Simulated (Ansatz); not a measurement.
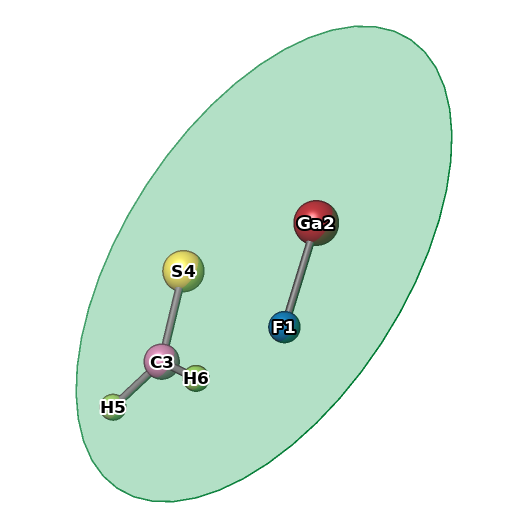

A disc through the centre of mass is drawn in. Depth is shown by fading: the farther an atom, the more it takes the colour of the background. Computed geometry: PBE-D4/def2-SVP optimisation. No frequency run is at hand to confirm it as a minimum.

**Is the plane of the disc a mirror plane of the structure?**

Yes. The reflection leaves F1, Ga2, C3, S4, H5, H6 in place. The point group is Cs.
